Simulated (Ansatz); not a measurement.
**Run report: Al$_{16}$BH$_{3}$, geometry relaxation (part 1 of 2)**

- system: Al$_{16}$BH$_{3}$ (slab, 20 atoms in the cell)
- method: DFT PBEsol, scalar-relativistic, plane waves, PAW, PAW set soft_1, no spin polarisation (Ansatz 0.2.0)

The input holds or restrains some coordinates. Forces given for the steps count only the free coordinates. It belongs to a series of runs on one base structure; here: end point A relaxed.

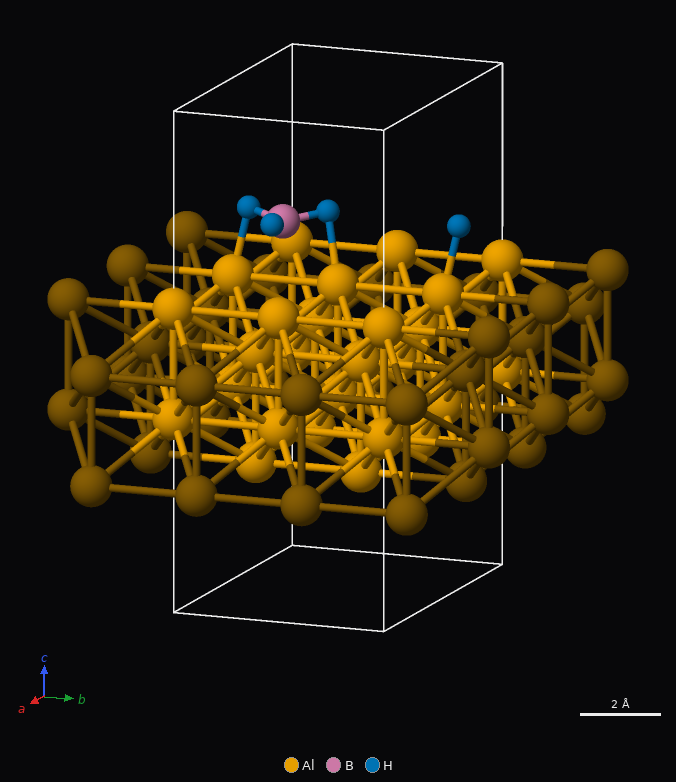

Figure 1. The starting structure (ball-and-stick view of the cell of the calculation, with the vacuum cut short, seen slightly off an axis; neighbours outside the cell are drawn fainter). An atom can appear more than once, as a periodic image.

The input:
```yaml
crystal:
  lattice:
    - [8.1, 0.0, 0.0]
    - [0.0, 5.727565, 0.0]
    - [0.0, 0.0, 17.295674]
  atoms:
    - { symbol: Al, position: [0.25, 0.25, 0.0578179] }
    - { symbol: Al, position: [0.75, 0.25, 0.0578179] }
    - { symbol: Al, position: [0.25, 0.75, 0.0578179] }
    - { symbol: Al, position: [0.75, 0.75, 0.0578179] }
    - { symbol: Al, position: [0.0, 0.0, 0.1406069] }
    - { symbol: Al, position: [0.5, 0.0, 0.1406069] }
    - { symbol: Al, position: [0.0, 0.5, 0.1406069] }
    - { symbol: Al, position: [0.5, 0.5, 0.1406069] }
    - { symbol: Al, position: [0.25, 0.25, 0.2233959] }
    - { symbol: Al, position: [0.75, 0.25, 0.2233959] }
    - { symbol: Al, position: [0.25, 0.75, 0.2233959] }
    - { symbol: Al, position: [0.75, 0.75, 0.2233959] }
    - { symbol: Al, position: [0.0, 0.0, 0.3061849] }
    - { symbol: Al, position: [0.5, 0.0, 0.3061849] }
    - { symbol: Al, position: [0.0, 0.5, 0.3061849] }
    - { symbol: Al, position: [0.5, 0.5, 0.3061849] }
    - { symbol: B, position: [0.5178076, 0.2479453, 0.3958027] }
    - { symbol: H, position: [0.6631151, 0.2785826, 0.4061232] }
    - { symbol: H, position: [0.4263929, 0.410586, 0.4061232] }
    - { symbol: H, position: [0.4639148, 0.0546671, 0.4061232] }
basis:
  ecutwfc: 420.0
kpoints:
  mp_grid: { grid: [2, 3, 1] }
hamiltonian:
  xc: pbesol
  pseudopotentials: { kind: paw, azcp: { folder: soft_1 } }
scf:
  occupations: { method: gaussian, width: 0.15 }
  lower_state_search: "off"
relax:
  f_tol: 0.03
  max_steps: 60
  adjacent_minimum: "off"
  constraints: [{ sites: [0, 1, 2, 3] }]
```

Run as:
```bash
ansatz run input.yaml --threads 1 --pin off --max-ram 3072MiB --backend cpu --events-out ev --progress --plain --runs-dir out
```

Output:
```
Warning: [file] the record states the generating functional pbe (its physics header spells it `PBE`), which answers neither for hamiltonian.xc's functional nor for the pbesol family's — results may be inconsistent (PPs are generated against a specific XC)
Warning: [file] the record states the generating functional pbe (its physics header spells it `PBE`), which answers neither for hamiltonian.xc's functional nor for the pbesol family's — results may be inconsistent (PPs are generated against a specific XC)
Warning: [file] the record states the generating functional pbe (its physics header spells it `PBE`), which answers neither for hamiltonian.xc's functional nor for the pbesol family's — results may be inconsistent (PPs are generated against a specific XC)
Engine: ansatz 0.2.0, x86_64-unknown-linux-gnu
Pseudopotentials: kind: paw
Pseudopotential: Al, paw, valence charge 3, recommended cutoff 420 eV (normal), [file]
Pseudopotential: B, paw, valence charge 3, recommended cutoff 420 eV (normal), [file]
Pseudopotential: H, paw, valence charge 1, recommended cutoff 420 eV (normal), [file]
Functional definition: PBEsol
  exchange = pbesol_x
  correlation = pbesol_c
Crystal: 20 atoms, lattice volume = 802.403 Å³
Basis set: ecut = 420 eV, 15713 PW (Γ), exchange–correlation on 120×80×240 points (8 copies of the dense FFT grid, shifted against one another)
Bands: 47, of which v1, the nominal top of the filled ones, is band 27 counted from 1 (26 counted from 0)
Symmetry: 1 space group operations
Space group: P1 (ITA 1), of the structure as read, at distance tolerance 9.3e-5 Å
k-points: 4 of 6 (time reversal used)
Non-local potential: Al, projectors of the file, l = 0: 2, l = 1: 2, l = 2: 1
Non-local potential: B, projectors of the file, l = 0: 2, l = 1: 2, l = 2: 1
Non-local potential: H, projectors of the file, l = 0: 2, l = 1: 1
PAW form: soft (Blöchl's): semilocal exchange-correlation on the pseudo side does not see the compensation charge
PAW frozen core: Al, regenerated for the run's functional, and the local potential with it (the file was generated under x = pbe(κ = 0.804, μ = 0.2195149727645171), c = pbe(β = 0.06672455060314922))
PAW frozen core: B, regenerated for the run's functional, and the local potential with it (the file was generated under x = pbe(κ = 0.804, μ = 0.2195149727645171), c = pbe(β = 0.06672455060314922))
PAW one-centre angular grid: Al, 110 points (default); XC on 64 Gauss nodes
PAW one-centre angular grid: B, 110 points (default); XC on 64 Gauss nodes
PAW one-centre angular grid: H, 110 points (default); XC on 64 Gauss nodes
Initial density: superposition of atomic densities (neutral atoms: chi_scale 0, normalization atom)
Initial wavefunctions: pseudopotential atomic-orbital guess
Functional: x = pbesol(κ = 0.804, μ = 0.12345679012345678), c = pbesol(β = 0.046)
SCF iter   1: F=—  HF=-8592.089416 eV  |F-HF|=—  |Δ(HF+E_count)|=         —  Δρ=3.13e-2  dr2=2.64e1  ethr=3.10e-3  ⟨swp⟩=9.5  Hψ=1255  notcnv=0
preconditioner: auto → LDOS  [metal: Δε(μ)=0.042 eV  Ē_g=7.043 eV  σ=0.150 eV  W_gap=0.15  n_scr=78 (ndim 8)  ℏωp=9.6 eV  f_vac=0.430  D(μ)=8.92/eV (n_scr^D=42)  β→1.0]
SCF iter   2: F=—  HF=-8586.373464 eV  |F-HF|=—  |Δ(HF+E_count)|=    5.72e0  Δρ=1.47e-2  dr2=3.05e0  ethr=3.10e-3  ⟨swp⟩=3.8  Hψ=512  notcnv=0  defer=42
SCF iter   3: F=—  HF=-8585.793349 eV  |F-HF|=—  |Δ(HF+E_count)|=   5.80e-1  Δρ=3.72e-3  dr2=2.97e-1  ethr=3.10e-3  ⟨swp⟩=2.5  Hψ=372  notcnv=0  defer=44
SCF iter   4: F=—  HF=-8585.746821 eV  |F-HF|=—  |Δ(HF+E_count)|=   4.65e-2  Δρ=8.77e-4  dr2=3.25e-2  ethr=5.51e-4  ⟨swp⟩=2.5  Hψ=309  notcnv=0  defer=38
SCF iter   5: F=—  HF=-8585.743508 eV  |F-HF|=—  |Δ(HF+E_count)|=   3.31e-3  Δρ=2.85e-4  dr2=2.19e-3  ethr=6.01e-5  ⟨swp⟩=1.8  Hψ=197  notcnv=0  defer=38
SCF iter   6: F=—  HF=-8585.743330 eV  |F-HF|=—  |Δ(HF+E_count)|=   1.79e-4  Δρ=8.76e-5  dr2=1.96e-4  ethr=4.05e-6  ⟨swp⟩=2.0  Hψ=283  notcnv=0  defer=38
SCF iter   7: F=—  HF=-8585.743334 eV  |F-HF|=—  |Δ(HF+E_count)|=   4.48e-6  Δρ=2.74e-5  dr2=2.68e-5  ethr=3.63e-7  ⟨swp⟩=2.8  Hψ=256  notcnv=0  defer=38
SCF iter   8: F=-8585.743331 eV  HF=-8585.743333 eV  |F-HF|=2.18e-6  |Δ(HF+E_count)|=   6.24e-7  Δρ=9.26e-6  dr2=3.03e-6  ethr=4.17e-8  ⟨swp⟩=4.0  Hψ=539  notcnv=0
SCF 1 converged in 8 iterations: F = -8585.743331 eV  dr2 = 3.03e-6
  greatest PAW one-centre occupation: 0.545 electrons in one spin orbital (limit 2), on the B atom at site 16 (counted from 0), in its partial waves of l = 0
relax step   1: F+E_penalty+E_count = -8585.74333120 eV  Δ(F+E_penalty+E_count) = +0.000e0 eV  max|allowed force component| = 1.632e0 eV/Å  Δτ_max = 0.0000 Å  (8 SCF iters, dr2 threshold 2.25e-5 eV, accepted)
Initial density: handed on by an earlier stage of this run
Initial wavefunctions: those handed on with the density
iter 1 solved again at ethr=3.18e-4 eV; its pass at ethr=3.10e-3 eV (dr2=1.72e-1 eV) is discarded
SCF iter   1: F=—  HF=-8586.315856 eV  |F-HF|=—  |Δ(HF+E_count)|=         —  Δρ=3.53e-3  dr2=1.75e-1  ethr=3.18e-4  ⟨swp⟩=1.5  Hψ=856  notcnv=0  defer=36
preconditioner: auto → LDOS  [metal: Δε(μ)=0.070 eV  Ē_g=6.589 eV  σ=0.150 eV  W_gap=0.26  n_scr=78 (ndim 8)  ℏωp=9.6 eV  f_vac=0.470  D(μ)=9.11/eV (n_scr^D=42)  β→1.0]
SCF iter   2: F=—  HF=-8586.287984 eV  |F-HF|=—  |Δ(HF+E_count)|=   2.79e-2  Δρ=1.21e-3  dr2=2.85e-2  ethr=3.18e-4  ⟨swp⟩=2.0  Hψ=236  notcnv=0  defer=36
SCF iter   3: F=—  HF=-8586.284750 eV  |F-HF|=—  |Δ(HF+E_count)|=   3.23e-3  Δρ=3.58e-4  dr2=4.50e-3  ethr=5.27e-5  ⟨swp⟩=2.0  Hψ=278  notcnv=0  defer=36
SCF iter   4: F=—  HF=-8586.284322 eV  |F-HF|=—  |Δ(HF+E_count)|=   4.28e-4  Δρ=1.04e-4  dr2=2.73e-4  ethr=8.34e-6  ⟨swp⟩=2.5  Hψ=263  notcnv=0  defer=36
SCF iter   5: F=-8586.284295 eV  HF=-8586.284313 eV  |F-HF|=1.80e-5  |Δ(HF+E_count)|=   9.46e-6  Δρ=3.48e-5  dr2=2.92e-5  ethr=1.85e-7  ⟨swp⟩=3.8  Hψ=676  notcnv=0
SCF 2 converged in 5 iterations: F = -8586.284295 eV  dr2 = 2.92e-5
  greatest PAW one-centre occupation: 0.533 electrons in one spin orbital (limit 2), on the B atom at site 16 (counted from 0), in its partial waves of l = 0
relax step   2: F+E_penalty+E_count = -8586.28429492 eV  Δ(F+E_penalty+E_count) = -5.410e-1 eV  max|allowed force component| = 7.363e-1 eV/Å  Δτ_max = 0.1949 Å  (5 SCF iters, dr2 threshold 1.00e-4 eV, accepted)
iter 1 solved again at ethr=1.03e-3 eV; its pass at ethr=3.10e-3 eV (dr2=5.54e-1 eV) is discarded
SCF iter   1: F=—  HF=-8586.521722 eV  |F-HF|=—  |Δ(HF+E_count)|=         —  Δρ=4.99e-3  dr2=5.56e-1  ethr=1.03e-3  ⟨swp⟩=1.2  Hψ=837  notcnv=0  defer=37
preconditioner: auto → LDOS  [metal: Δε(μ)=0.082 eV  Ē_g=6.627 eV  σ=0.150 eV  W_gap=0.28  n_scr=78 (ndim 8)  ℏωp=9.6 eV  f_vac=0.475  D(μ)=7.49/eV (n_scr^D=22)  β→1.0]
SCF iter   2: F=—  HF=-8586.462187 eV  |F-HF|=—  |Δ(HF+E_count)|=   5.95e-2  Δρ=1.88e-3  dr2=1.03e-1  ethr=1.03e-3  ⟨swp⟩=2.0  Hψ=226  notcnv=0  defer=37
SCF iter   3: F=—  HF=-8586.447303 eV  |F-HF|=—  |Δ(HF+E_count)|=   1.49e-2  Δρ=6.05e-4  dr2=2.78e-2  ethr=1.92e-4  ⟨swp⟩=2.0  Hψ=243  notcnv=0  defer=37
SCF iter   4: F=—  HF=-8586.444999 eV  |F-HF|=—  |Δ(HF+E_count)|=   2.30e-3  Δρ=2.35e-4  dr2=2.74e-3  ethr=5.14e-5  ⟨swp⟩=1.0  Hψ=196  notcnv=0  defer=37
[...]
  greatest PAW one-centre occupation: 0.529 electrons in one spin orbital (limit 2), on the B atom at site 16 (counted from 0), in its partial waves of l = 0
relax step   3: F+E_penalty+E_count = -8586.44464873 eV  Δ(F+E_penalty+E_count) = -1.604e-1 eV  max|allowed force component| = 3.279e-1 eV/Å  Δτ_max = 0.1563 Å  (6 SCF iters, dr2 threshold 3.39e-5 eV, accepted)
preconditioner: auto → LDOS  [metal: Δε(μ)=0.085 eV  Ē_g=6.628 eV  σ=0.150 eV  W_gap=0.29  n_scr=78 (ndim 8)  ℏωp=9.6 eV  f_vac=0.474  D(μ)=6.99/eV (n_scr^D=22)  β→1.0]
  greatest PAW one-centre occupation: 0.530 electrons in one spin orbital (limit 2), on the B atom at site 16 (counted from 0), in its partial waves of l = 0
relax step   4: F+E_penalty+E_count = -8586.46470532 eV  Δ(F+E_penalty+E_count) = -2.006e-2 eV  max|allowed force component| = 1.993e-1 eV/Å  Δτ_max = 0.0828 Å  (5 SCF iters, dr2 threshold 2.13e-5 eV, accepted)
preconditioner: auto → LDOS  [metal: Δε(μ)=0.080 eV  Ē_g=6.608 eV  σ=0.150 eV  W_gap=0.28  n_scr=78 (ndim 8)  ℏωp=9.6 eV  f_vac=0.471  D(μ)=7.20/eV (n_scr^D=22)  β→1.0]
relax step   5: F+E_penalty+E_count = -8586.47714230 eV  Δ(F+E_penalty+E_count) = -1.244e-2 eV  max|allowed force component| = 9.418e-2 eV/Å  Δτ_max = 0.2000 Å  (5 SCF iters, dr2 threshold 7.88e-6 eV, accepted)
preconditioner: auto → LDOS  [metal: Δε(μ)=0.082 eV  Ē_g=6.610 eV  σ=0.150 eV  W_gap=0.29  n_scr=78 (ndim 8)  ℏωp=9.6 eV  f_vac=0.473  D(μ)=6.99/eV (n_scr^D=22)  β→1.0]
relax step   6: F+E_penalty+E_count = -8586.48267687 eV  Δ(F+E_penalty+E_count) = -5.535e-3 eV  max|allowed force component| = 6.648e-2 eV/Å  Δτ_max = 0.0811 Å  (5 SCF iters, dr2 threshold 1.98e-6 eV, accepted)
preconditioner: auto → LDOS  [metal: Δε(μ)=0.091 eV  Ē_g=6.618 eV  σ=0.150 eV  W_gap=0.32  n_scr=78 (ndim 8)  ℏωp=9.6 eV  f_vac=0.473  D(μ)=7.05/eV (n_scr^D=22)  β→1.0]
  greatest PAW one-centre occupation: 0.532 electrons in one spin orbital (limit 2), on the B atom at site 16 (counted from 0), in its partial waves of l = 0
relax step   7: F+E_penalty+E_count = -8586.48469768 eV  Δ(F+E_penalty+E_count) = -2.021e-3 eV  max|allowed force component| = 8.296e-2 eV/Å  Δτ_max = 0.0807 Å  (5 SCF iters, dr2 threshold 9.87e-7 eV, accepted)
preconditioner: auto → LDOS  [metal: Δε(μ)=0.082 eV  Ē_g=6.610 eV  σ=0.150 eV  W_gap=0.29  n_scr=78 (ndim 8)  ℏωp=9.6 eV  f_vac=0.473  D(μ)=6.90/eV (n_scr^D=22)  β→1.0]
relax step   8: F+E_penalty+E_count = -8586.48683032 eV  Δ(F+E_penalty+E_count) = -2.133e-3 eV  max|allowed force component| = 4.046e-2 eV/Å  Δτ_max = 0.0662 Å  (4 SCF iters, dr2 threshold 3.43e-6 eV, accepted)
preconditioner: auto → LDOS  [metal: Δε(μ)=0.085 eV  Ē_g=6.611 eV  σ=0.150 eV  W_gap=0.30  n_scr=78 (ndim 8)  ℏωp=9.6 eV  f_vac=0.473  D(μ)=6.98/eV (n_scr^D=22)  β→1.0]
relax step   9: F+E_penalty+E_count = -8586.48716540 eV  Δ(F+E_penalty+E_count) = -3.351e-4 eV  max|allowed force component| = 2.521e-2 eV/Å  Δτ_max = 0.0495 Å  (6 SCF iters, accepted)
preconditioner: auto → LDOS  [metal: Δε(μ)=0.086 eV  Ē_g=6.613 eV  σ=0.150 eV  W_gap=0.30  n_scr=78 (ndim 8)  ℏωp=9.6 eV  f_vac=0.473  D(μ)=6.90/eV (n_scr^D=22)  β→1.0]
relax step  10: F+E_penalty+E_count = -8586.48783484 eV  Δ(F+E_penalty+E_count) = -6.694e-4 eV  max|allowed force component| = 4.552e-2 eV/Å  Δτ_max = 0.0587 Å  (6 SCF iters, accepted)
preconditioner: auto → LDOS  [metal: Δε(μ)=0.087 eV  Ē_g=6.613 eV  σ=0.150 eV  W_gap=0.30  n_scr=78 (ndim 8)  ℏωp=9.6 eV  f_vac=0.473  D(μ)=6.88/eV (n_scr^D=22)  β→1.0]
relax step  11: F+E_penalty+E_count = -8586.48806409 eV  Δ(F+E_penalty+E_count) = -2.292e-4 eV  max|allowed force component| = 2.842e-2 eV/Å  Δτ_max = 0.0249 Å  (5 SCF iters, accepted)
preconditioner: auto → LDOS  [metal: Δε(μ)=0.087 eV  Ē_g=6.614 eV  σ=0.150 eV  W_gap=0.30  n_scr=78 (ndim 8)  ℏωp=9.6 eV  f_vac=0.473  D(μ)=6.87/eV (n_scr^D=22)  β→1.0]
relax step  12: F+E_penalty+E_count = -8586.48826446 eV  Δ(F+E_penalty+E_count) = -2.004e-4 eV  max|allowed force component| = 1.153e-2 eV/Å  Δτ_max = 0.0367 Å  (5 SCF iters, accepted)
preconditioner: auto → LDOS  [metal: Δε(μ)=0.086 eV  Ē_g=6.612 eV  σ=0.150 eV  W_gap=0.30  n_scr=78 (ndim 8)  ℏωp=9.6 eV  f_vac=0.473  D(μ)=6.85/eV (n_scr^D=22)  β→1.0]
relax step  13: F+E_penalty+E_count = -8586.48840881 eV  Δ(F+E_penalty+E_count) = -1.443e-4 eV  max|allowed force component| = 5.897e-3 eV/Å  Δτ_max = 0.0489 Å  (5 SCF iters, accepted)
```

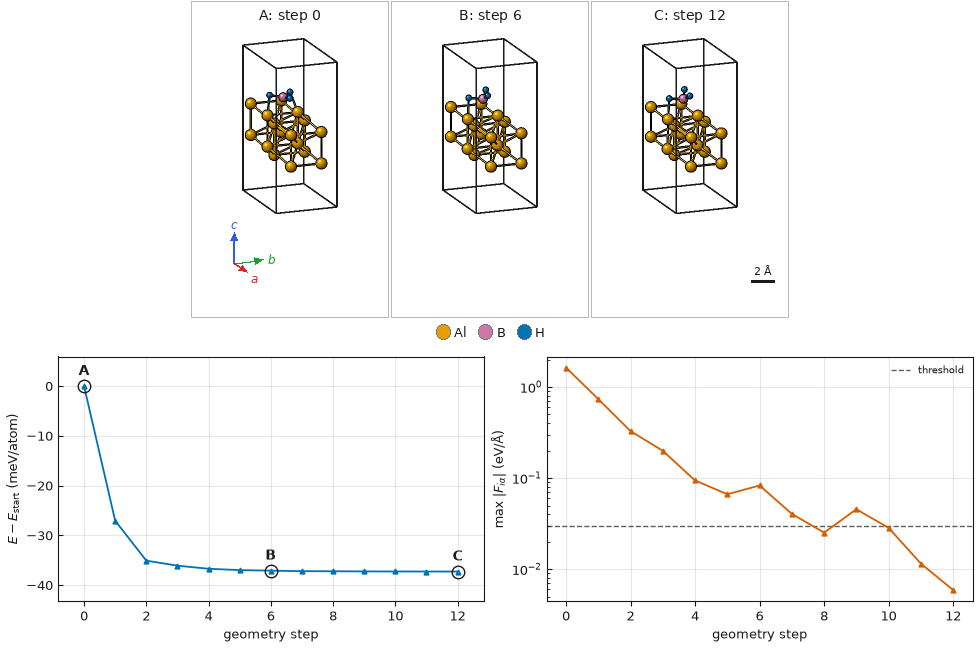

Figure 2. Frames of the restrained relaxation (ball-and-stick view of the cell of the calculation, with the vacuum cut short (origin shifted), seen slightly off an axis) above the curves, on which the letters mark them (the first geometry is step 0 here and step 1 in the log).

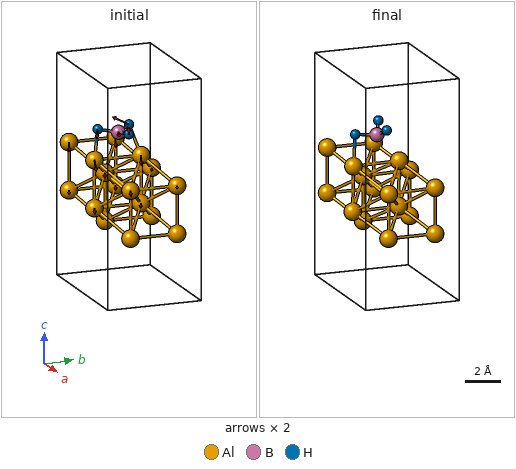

Figure 3. Before (left) and after (right) the restrained relaxation, at one scale (ball-and-stick view of the cell of the calculation, with the vacuum cut short (origin shifted), seen slightly off an axis). The red arrows give the displacements, magnified 2 times. The largest move is that of H19, 0.56 Å. Largest moves by element: H 0.56 Å, Al 0.39 Å, B 0.24 Å. The cell stays as it was. Distances before and after: Al16–H19 1.899 → 2.595 Å, Al1–Al9 2.864 → 2.659 Å, Al5–Al13 2.864 → 2.704 Å, Al7–Al15 2.864 → 2.714 Å. Among the angles that change: H19–B17–H20 117.8° → 101.5°, H18–B17–H20 117.8° → 106.5°, Al14–H20–B17 87.6° → 90.9°. After 12 geometry steps the energy has fallen by 37.3 meV per atom. Largest force component: 1.6 eV/Å at the start, 0.0059 eV/Å at the end. (Atoms are counted from 1 in the order of the input.)

```
Free energy (F): -8586.488409 eV
Harris-Foulkes:  -8586.488409 eV  (|F-HF|=4.07e-8)
Internal energy: -8586.411297 eV  (E = F + TS)
E sigma→0 (E₀):  -8586.449853 eV
Entropy (-TS):   -0.077112 eV (-3.856 meV/atom)
Fermi energy:    -0.252031 eV
--- Per-component energies (eV) ---
  E_band       = -234.231534
[...]
  E_kinetic    = 432.950492
  E_local      = -6295.900662  (includes V_loc(G=0)·N_el)
  E_nonlocal   = 173.409385
  E_hartree    = 3020.306937
  E_xc         = -644.352674
  E_vxc        = -524.985686  (∫ρ·V_xc dr)
  E_paw        = -7384.416907  (= ΣΔE_a)
  E_vpaw       = -60.317338  (= ΣTr[D̂ρ^β])
  E_aug_tail   = -0.002974  (compensation charges beyond the density's cutoff)
  E_ewald      = 2111.274171
  E_core_change = 0.320936  (= ΣΔE_core)
  E_smearing   = -0.077112  (= −TS)
  E_closure    = 0.000000  (closes the sum)
  Σ components = -8586.488409   (vs F -8586.488409, Δ=0.00e0)
--- Forces (eV/Å), atoms counted from 1 ---
  atom   1  Al    -0.02431350     0.03793182    -0.11634594
  atom   2  Al     0.02711506     0.03107900    -0.11289890
  atom   3  Al     0.07623691    -0.03676438     0.11251691
  atom   4  Al    -0.07825144    -0.03142010     0.11551715
  atom   5  Al    -0.00180863     0.00045331    -0.00027183
  atom   6  Al     0.00168659     0.00028817     0.00058133
  atom   7  Al    -0.00154951    -0.00009402    -0.00053249
  atom   8  Al     0.00065008    -0.00111289    -0.00073349
  atom   9  Al     0.00066851    -0.00018625    -0.00036797
  atom  10  Al    -0.00099710    -0.00069342     0.00064324
  atom  11  Al     0.00033376     0.00013476     0.00077679
  atom  12  Al    -0.00001137     0.00086863     0.00045658
  atom  13  Al     0.00040816     0.00021215     0.00003179
  atom  14  Al     0.00030291     0.00105381     0.00567849
  atom  15  Al    -0.00017247    -0.00020042     0.00051175
  atom  16  Al     0.00297594    -0.00234092     0.00311687
  atom  17  B     -0.00499161    -0.00212595     0.00110227
  atom  18  H     -0.00571341    -0.00207742    -0.00299067
  atom  19  H      0.00303107    -0.00084889    -0.00356286
  atom  20  H      0.00434280     0.00589656    -0.00335723
  max |Σ_I F_I| component: 1.28e-4 eV/Å
```
